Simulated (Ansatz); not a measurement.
Effect of Rb → Sr on Rb

The parent structure is Rb in the bcc (W type) structure (space group Im-3m, No. 229; a = 5.575 Å).

It is then changed as follows: every Rb is replaced by Sr; the structure is relaxed again.

Calculations: PBEsol (Ansatz, a first-principles code; PAW; 420 eV plane waves; no spin-orbit coupling). Settings: 14×14×14 k-points, 0.05 eV Fermi–Dirac smearing, for the changed cell.

The volume per atom shrinks by 35.59 Å³ to 51.05 Å³ and the density increases by 1.21 g/cm³ (1.64 g/cm³ → 2.85 g/cm³). The space group remains Im-3m (No. 229) and the band gap is still zero.

Final structure:

```
CELL_PARAMETERS angstrom
     -2.33698     2.33698     2.33698
      2.33698    -2.33698     2.33698
      2.33698     2.33698    -2.33698
ATOMIC_POSITIONS crystal
  Sr 0.00000 0.00000 0.00000
```

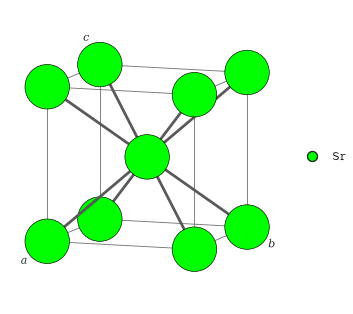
Fig. 1. The relaxed conventional cell after the change

Whether these cells are dynamically stable was not tested. The final runs are not spin-polarised. This is not the structure that Sr has at room temperature and ambient pressure.
